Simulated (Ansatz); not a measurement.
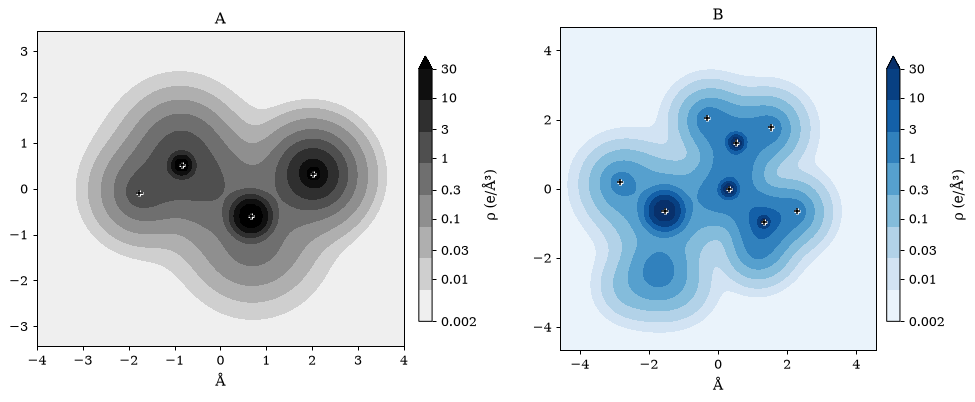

The total electron density of 2 systems, each on a plane through atoms (crosses mark nuclei in the plane).

Computed with RKS PBE-D4/def2-SVP (Ansatz 0.2.0).

System 1: CH$_{5}$FSi, the plane of atoms F4, Si1 and C5. 

```yaml
atoms:
  - { symbol: Si, position_ang: [0.1928, -0.0439, 0.1297] }
  - { symbol: H, position_ang: [0.5557, -0.2619, 1.5728] }
  - { symbol: H, position_ang: [1.4360, 0.2074, -0.6785] }
  - { symbol: F, position_ang: [-0.7331, 1.3116, 0.0495] }
  - { symbol: C, position_ang: [-0.7700, -1.4990, -0.5527] }
  - { symbol: H, position_ang: [-1.6852, -1.6909, 0.0424] }
  - { symbol: H, position_ang: [-1.0686, -1.3238, -1.6059] }
  - { symbol: H, position_ang: [-0.1414, -2.4135, -0.5219] }
```

System 2: C$_{2}$H$_{7}$GaN$_{2}$, the plane of atoms H8, C3 and H9. 

```xyz
12

N    -1.4346    0.5749    0.7340
C    -0.1182    0.1246    0.7618
C     0.5370   -0.2525    1.8947
Ga    0.7693   -0.2000   -0.9633
N    -0.3251   -0.0983   -2.4302
H    -1.8462    0.8466    1.6332
H    -1.6751    1.2290   -0.0120
H     0.0763   -0.1784    2.8980
H     1.5533   -0.6693    1.8467
H     2.2976   -0.4801   -1.1824
H    -0.0229   -0.2951   -3.3861
H    -1.3450   -0.0977   -2.3615
```

Question: Which map belongs to which system?

Answer: Panel A is system 1, CH$_{5}$FSi: the plane holds Si, F, C and H. Si–F (1.64 Å): the density is about 0.96 e/Å³ at the midpoint. Panel B is system 2, C$_{2}$H$_{7}$GaN$_{2}$: the plane holds N, C, Ga and H. C–C (1.36 Å): the density is about 2.1 e/Å³ at the midpoint.
